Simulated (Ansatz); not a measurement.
# Geometry relaxation, with input and output: AlHBrCl2F

The run: geometry relaxation of AlHBrCl2F. Method and program: RKS BHLYP-D4/def2-SVP (Ansatz 0.2.0).

It belongs to a series of runs on one base structure; here: end point A relaxed. Figures and captions count atoms from 1; the log counts them from 0 in places.

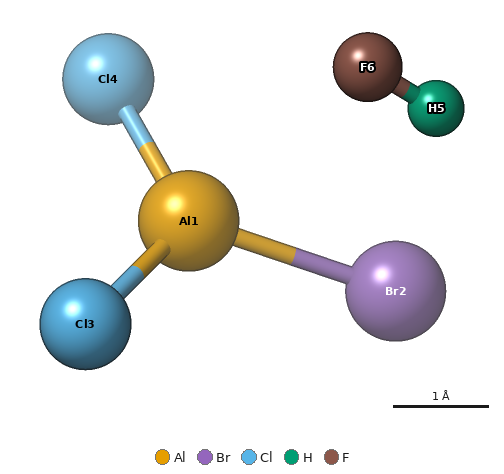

Fig. 1: The structure as given in the input (ball-and-stick view, seen at a tilt; atoms are numbered from 1 in the order of the input). Sticks mark near contacts.

The input
```yaml
crystal:
  periodic: [false, false, false]
  atoms:
    - { symbol: Al, position_ang: [-0.357554, -0.569015, -0.763834] }
    - { symbol: Br, position_ang: [1.136292, 1.192579, -1.267326] }
    - { symbol: Cl, position_ang: [0.42082, -2.471156, -0.525218] }
    - { symbol: Cl, position_ang: [-2.389265, -0.20532, -0.900805] }
    - { symbol: H, position_ang: [0.874365, 1.319177, 1.526006] }
    - { symbol: F, position_ang: [0.315343, 0.733736, 1.931177] }
basis:
  gaussian: { orbitals: def2-SVP }
hamiltonian:
  xc: { name: BHLYP }
  dispersion: d4
relax:
  f_tol: 0.03
  max_steps: 50
output:
  orbitals: {}
```

Hardware: 2 threads of AMD EPYC (Zen 3), 16 GiB of memory available, shared host.

Launch command:
```bash
ansatz run input.yaml --threads 2 --pin off --max-ram 3072MiB --backend cpu --events-out ev --progress --plain --runs-dir out
```

Log
```
The last accepted step is kept in [file] (removed where the run ends without a failure and the disk answers)
Engine: ansatz 0.2.0, x86_64-unknown-linux-gnu
Functional definition: BHLYP
  parameter a = 0.5
  exchange = (1 - a)*b88_x + a*exact_x
  correlation = lyp_c
1035 factors; integrals over basis functions are off by at most 3.0e-4 eV
mean field evaluation 1: about -104403.8911 eV, gradient 3.1e1 eV
mean field evaluation 2: about -104404.2929 eV, gradient 2.9e1 eV
mean field evaluation 4: about -104405.7561 eV, gradient 4.3e-1 eV
mean field evaluation 8: about -104405.7781 eV, gradient 7.9e-3 eV
mean field -104405.77813727 eV, -3836.8415777665 hartree, gradient 2.4e-5 eV, S^2 0.000000; 0 other end points of the search recorded, 0 dependent functions left out
the calculation of the forces begins
reference -104405.77830500 eV, -3836.8415839306 hartree; 46, 46 occupied and 59, 59 virtual orbitals, 1035 factors
relax step   1: F+E_penalty+E_count = -104406.06113204 eV  Δ(F+E_penalty+E_count) = +0.000e0 eV  max|allowed force component| = 1.135e0 eV/Å  Δτ_max = 0.0000 Å  (25 SCF iters, accepted)
these checks for a lower state are left out or cut short: starts, cluster_reference, orbital_swaps, neighbouring_geometries, increment
1035 factors; integrals over basis functions are off by at most 3.0e-4 eV
mean field evaluation 16: about -104405.7169 eV, gradient 9.6e0 eV
mean field -104405.95033534 eV, -3836.8479059290 hartree, gradient 1.7e-5 eV, S^2 0.000000; 0 other end points of the search recorded, 0 dependent functions left out
the calculation of the forces begins
reference -104405.95050150 eV, -3836.8479120351 hartree; 46, 46 occupied and 59, 59 virtual orbitals, 1035 factors
relax step   2: F+E_penalty+E_count = -104406.24438925 eV  Δ(F+E_penalty+E_count) = -1.833e-1 eV  max|allowed force component| = 5.699e-1 eV/Å  Δτ_max = 0.1951 Å  (29 SCF iters, accepted)
these checks for a lower state are left out or cut short: starts, cluster_reference, orbital_swaps, neighbouring_geometries, increment
1035 factors; integrals over basis functions are off by at most 3.7e-4 eV
mean field -104406.10931490 eV, -3836.8537483198 hartree, gradient 9.3e-6 eV, S^2 0.000000; 0 other end points of the search recorded, 0 dependent functions left out
the calculation of the forces begins
reference -104406.10948063 eV, -3836.8537544104 hartree; 46, 46 occupied and 59, 59 virtual orbitals, 1035 factors
relax step   3: F+E_penalty+E_count = -104406.40533686 eV  Δ(F+E_penalty+E_count) = -1.609e-1 eV  max|allowed force component| = 6.523e-1 eV/Å  Δτ_max = 0.1949 Å  (30 SCF iters, accepted)
these checks for a lower state are left out or cut short: starts, cluster_reference, orbital_swaps, neighbouring_geometries, increment
1035 factors; integrals over basis functions are off by at most 3.9e-4 eV
mean field evaluation 32: about -104406.2746 eV, gradient 1.6e-1 eV
mean field -104406.27464322 eV, -3836.8598240235 hartree, gradient 1.8e-5 eV, S^2 0.000000; 0 other end points of the search recorded, 0 dependent functions left out
the calculation of the forces begins
reference -104406.27480717 eV, -3836.8598300487 hartree; 46, 46 occupied and 59, 59 virtual orbitals, 1035 factors
relax step   4: F+E_penalty+E_count = -104406.57489715 eV  Δ(F+E_penalty+E_count) = -1.696e-1 eV  max|allowed force component| = 7.469e-1 eV/Å  Δτ_max = 0.1950 Å  (29 SCF iters, accepted)
these checks for a lower state are left out or cut short: starts, cluster_reference, orbital_swaps, neighbouring_geometries, increment
1035 factors; integrals over basis functions are off by at most 3.0e-4 eV
mean field -104406.36029034 eV, -3836.8629714973 hartree, gradient 1.6e-5 eV, S^2 0.000000; 0 other end points of the search recorded, 0 dependent functions left out
the calculation of the forces begins
reference -104406.36045408 eV, -3836.8629775146 hartree; 46, 46 occupied and 59, 59 virtual orbitals, 1035 factors
relax step   5: F+E_penalty+E_count = -104406.66538273 eV  Δ(F+E_penalty+E_count) = -9.049e-2 eV  max|allowed force component| = 3.706e-1 eV/Å  Δτ_max = 0.1947 Å  (29 SCF iters, accepted)
these checks for a lower state are left out or cut short: starts, cluster_reference, orbital_swaps, neighbouring_geometries, increment
1035 factors; integrals over basis functions are off by at most 3.4e-4 eV
mean field -104406.37833180 eV, -3836.8636345088 hartree, gradient 1.3e-5 eV, S^2 0.000000; 0 other end points of the search recorded, 0 dependent functions left out
the calculation of the forces begins
reference -104406.37849586 eV, -3836.8636405376 hartree; 46, 46 occupied and 59, 59 virtual orbitals, 1035 factors
relax step   6: F+E_penalty+E_count = -104406.68152056 eV  Δ(F+E_penalty+E_count) = -1.614e-2 eV  max|allowed force component| = 9.554e-2 eV/Å  Δτ_max = 0.0543 Å  (30 SCF iters, accepted)
these checks for a lower state are left out or cut short: starts, cluster_reference, orbital_swaps, neighbouring_geometries, increment
1035 factors; integrals over basis functions are off by at most 3.3e-4 eV
mean field -104406.37900779 eV, -3836.8636593508 hartree, gradient 2.0e-5 eV, S^2 0.000000; 0 other end points of the search recorded, 0 dependent functions left out
the calculation of the forces begins
reference -104406.37917182 eV, -3836.8636653787 hartree; 46, 46 occupied and 59, 59 virtual orbitals, 1035 factors
relax step   7: F+E_penalty+E_count = -104406.68246113 eV  Δ(F+E_penalty+E_count) = -9.406e-4 eV  max|allowed force component| = 2.189e-2 eV/Å  Δτ_max = 0.0096 Å  (24 SCF iters, accepted)
these checks for a lower state are left out or cut short: starts, cluster_reference, orbital_swaps, neighbouring_geometries, increment
1035 factors; integrals over basis functions are off by at most 3.3e-4 eV
mean field -104406.37906196 eV, -3836.8636613417 hartree, gradient 1.1e-5 eV, S^2 0.000000; 0 other end points of the search recorded, 0 dependent functions left out
the calculation of the forces begins
reference -104406.37922595 eV, -3836.8636673681 hartree; 46, 46 occupied and 59, 59 virtual orbitals, 1035 factors
relax step   8: F+E_penalty+E_count = -104406.68263463 eV  Δ(F+E_penalty+E_count) = -1.735e-4 eV  max|allowed force component| = 2.798e-2 eV/Å  Δτ_max = 0.0095 Å  (24 SCF iters, accepted)
1035 factors; integrals over basis functions are off by at most 3.3e-4 eV
mean field evaluation 64: about -104406.3791 eV, gradient 1.1e-5 eV
```

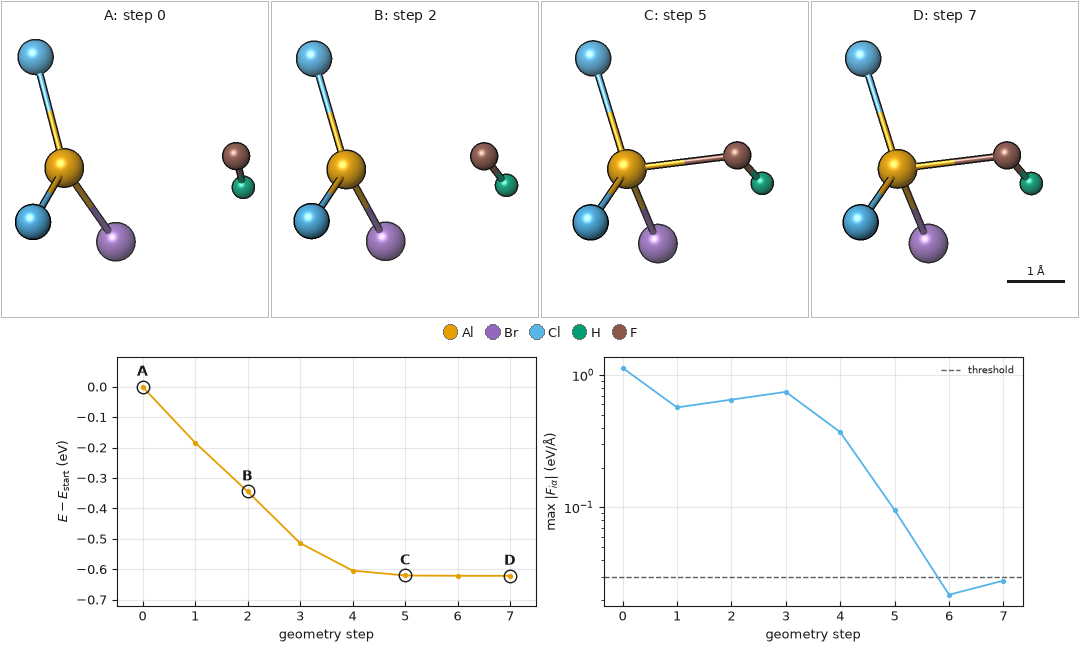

Fig. 2: Frames of the relaxation (ball-and-stick view, seen at a tilt) above the curves, on which the letters mark them (the first geometry is step 0 here and step 1 in the log).

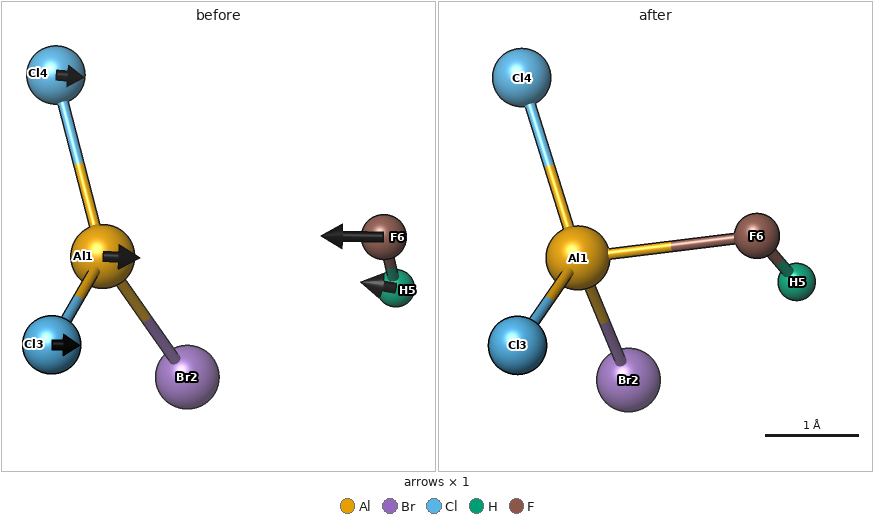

Fig. 3: Before (left) and after (right) the relaxation, at one scale (ball-and-stick view, seen at a tilt). The black arrows give the displacements, at true length. The atom that moves furthest after the best rigid fit is F6 (0.69 Å). Largest moves by element: F 0.69 Å, Al 0.41 Å, H 0.40 Å, Cl 0.31 Å, Br 0.07 Å. Among the contacts that change: Al1–F6 3.068 → 1.986 Å, Al1–Br2 2.364 → 2.281 Å, H5–F6 0.905 → 0.935 Å, Al1–Cl3 2.069 → 2.085 Å. New bonds form: Al1–F6 (3.07 → 1.99 Å). Among the angles that change: Cl3–Al1–Cl4 122.6° → 119.8°. The energy falls by 0.622 eV in 7 geometry steps. Largest force component: 1.1 eV/Å at the start, 0.028 eV/Å at the end. (Atoms are counted from 1 in the order of the input.)

```
mean field -104406.37906196 eV, -3836.8636613417 hartree, gradient 1.1e-5 eV, S^2 0.000000; 1 other end points of the search recorded, 0 dependent functions left out
the calculation of the forces begins
reference -104406.37922595 eV, -3836.8636673681 hartree; 46, 46 occupied and 59, 59 virtual orbitals, 1035 factors
Total energy: -104406.68279862 eV, -3836.8748234577 hartree
Atom 0 at    -0.225275    -0.351711    -0.437159 Å, force    -0.000624    -0.001559    -0.003851 eV/Å
Atom 1 at     1.177465     1.245315    -1.263864 Å, force     0.003966     0.004699    -0.002751 eV/Å
Atom 2 at     0.515141    -2.294460    -0.282474 Å, force     0.000563    -0.001431    -0.000817 eV/Å
Atom 3 at    -2.274577    -0.039495    -0.659257 Å, force    -0.001131     0.000233    -0.001087 eV/Å
Atom 4 at     0.699962     1.076137     1.257318 Å, force     0.023052     0.025145    -0.019475 eV/Å
Atom 5 at     0.107285     0.364215     1.385436 Å, force    -0.025825    -0.027086     0.027981 eV/Å
Dipole moment:     0.261649     0.405199     0.487105 e Å
```

Trajectory as extended XYZ (Å, eV, eV/Å), 8 frames, from step=1 to step=8
```
6
Properties=species:S:1:pos:R:3:forces:R:3 step=1 energy=-104406.06113
Al   -0.3576   -0.5690   -0.7638    0.9385   1.1346  -0.1148
Br    1.1363    1.1926   -1.2673   -0.8606  -1.0045   0.3481
Cl    0.4208   -2.4712   -0.5252   -0.0216   0.0404   0.0531
Cl   -2.3893   -0.2053   -0.9008    0.0303  -0.0020   0.0569
H     0.8744    1.3192    1.5260    0.5293   0.5574  -0.4272
F     0.3153    0.7337    1.9312   -0.6160  -0.7259   0.0840
6
Properties=species:S:1:pos:R:3:forces:R:3 step=2 energy=-104406.24439
Al   -0.3172   -0.5101   -0.7114    0.1463   0.2300   0.3178
Br    1.0997    1.1567   -1.2102    0.0807   0.0766  -0.1515
Cl    0.4310   -2.4270   -0.4849    0.0149  -0.0488   0.0578
Cl   -2.3552   -0.1793   -0.8588   -0.0604   0.0141   0.0450
H     0.8683    1.3144    1.5028   -0.4969  -0.5699   0.1251
F     0.2734    0.6452    1.7625    0.3155   0.2981  -0.3942
6
Properties=species:S:1:pos:R:3:forces:R:3 step=3 energy=-104406.40534
Al   -0.2716   -0.4376   -0.6143    0.0100   0.0896   0.4885
Br    1.1277    1.1829   -1.2624    0.1950   0.2146  -0.1725
Cl    0.4487   -2.3731   -0.4110    0.0491  -0.0201   0.0725
Cl   -2.3181   -0.1393   -0.7837   -0.0416   0.0547   0.0586
H     0.8056    1.2350    1.4533   -0.5421  -0.6523   0.0490
F     0.2077    0.5320    1.6180    0.3297   0.3135  -0.4961
6
Properties=species:S:1:pos:R:3:forces:R:3 step=4 energy=-104406.57490
Al   -0.2259   -0.3698   -0.5433   -0.0854  -0.0044   0.6386
Br    1.1661    1.2234   -1.3089    0.1001   0.1242  -0.0080
Cl    0.4894   -2.3083   -0.3123    0.0625  -0.0229  -0.0081
Cl   -2.2785   -0.0715   -0.6864   -0.0339   0.0557  -0.0207
H     0.7194    1.1125    1.3286   -0.2280  -0.2594   0.1451
F     0.1295    0.4137    1.5223    0.1847   0.1069  -0.7469
6
Properties=species:S:1:pos:R:3:forces:R:3 step=5 energy=-104406.66538
Al   -0.2076   -0.3296   -0.4353   -0.2152  -0.3017  -0.2229
Br    1.1816    1.2482   -1.2821    0.1062   0.1216  -0.0515
Cl    0.5130   -2.2790   -0.2604    0.0412  -0.0405  -0.0437
Cl   -2.2626   -0.0354   -0.6359   -0.0402   0.0248  -0.0544
H     0.6861    1.0593    1.2657   -0.1446  -0.1749   0.0170
F     0.0896    0.3365    1.3480    0.2525   0.3706   0.3556
6
Properties=species:S:1:pos:R:3:forces:R:3 step=6 energy=-104406.68152
Al   -0.2252   -0.3537   -0.4496   -0.0068   0.0063   0.0955
Br    1.1759    1.2418   -1.2722    0.0160   0.0174  -0.0182
Cl    0.5169   -2.2965   -0.2825   -0.0153   0.0261  -0.0096
Cl   -2.2768   -0.0382   -0.6598    0.0300  -0.0100  -0.0033
H     0.7008    1.0808    1.2744   -0.0365  -0.0502  -0.0245
F     0.1084    0.3658    1.3897    0.0126   0.0104  -0.0398
6
Properties=species:S:1:pos:R:3:forces:R:3 step=7 energy=-104406.68246
Al   -0.2244   -0.3512   -0.4403   -0.0006   0.0012   0.0096
Br    1.1769    1.2437   -1.2713    0.0011   0.0019   0.0056
Cl    0.5156   -2.2943   -0.2824   -0.0019   0.0049  -0.0013
Cl   -2.2744   -0.0390   -0.6594    0.0051  -0.0011  -0.0003
H     0.6996    1.0769    1.2668    0.0072   0.0055  -0.0219
F     0.1066    0.3639    1.3867   -0.0108  -0.0125   0.0083
6
Properties=species:S:1:pos:R:3:forces:R:3 step=8 energy=-104406.68264
Al   -0.2253   -0.3517   -0.4372   -0.0006  -0.0016  -0.0039
Br    1.1775    1.2453   -1.2639    0.0040   0.0047  -0.0028
Cl    0.5151   -2.2945   -0.2825    0.0006  -0.0014  -0.0008
Cl   -2.2746   -0.0395   -0.6593   -0.0011   0.0002  -0.0011
H     0.7000    1.0761    1.2573    0.0231   0.0251  -0.0195
F     0.1073    0.3642    1.3854   -0.0258  -0.0271   0.0280
```

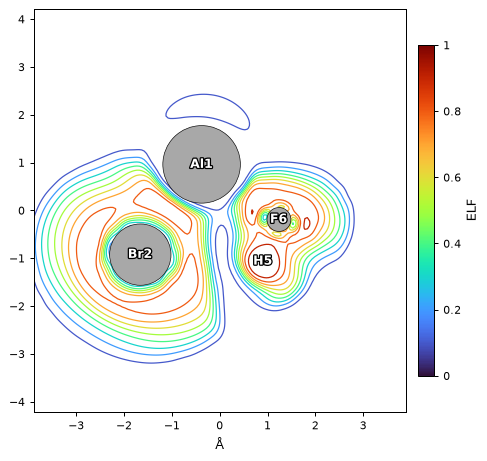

Fig. 4: Electron localisation function on the plane of atoms Br2, Al1 and F6. Grey discs, where drawn, cover atomic cores. Atoms in the plane: Al, Br, H and F. Al–Br (2.28 Å): the ELF peaks at about 0.85 in the valence shell of Br, 1.1 Å from its nucleus, and is about 0.85 at the midpoint. F–H (0.94 Å): the ELF climbs to about 1 towards the hydrogen, as it does in any bond to H (a covalent bond by its length).

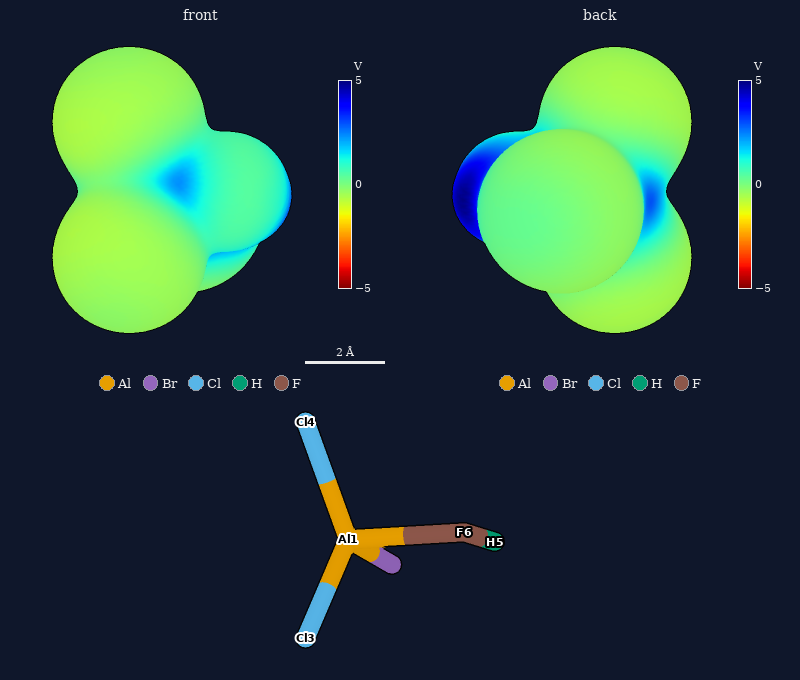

Fig. 5: The electrostatic potential painted on the density surface at 0.002 e/bohr³, seen at a tilt and from behind; the colour scale runs from red (negative) to blue (positive). The bare structure is drawn below in the same view. A positive charge is drawn to the negative regions and a negative charge to the positive ones.

Summary

```json
{"quantity": "outcome", "value": "converged"}
{"quantity": "total energy", "value": "−104406.6828 eV"}
{"quantity": "mean-field energy", "value": "−104406.3792 eV"}
{"quantity": "largest force (length of the vector) at the end", "value": "0.047 eV/Å"}
{"quantity": "wall time", "value": "22 s (CPU time 41 s)"}
{"quantity": "peak memory", "value": "0.28 GiB"}
```
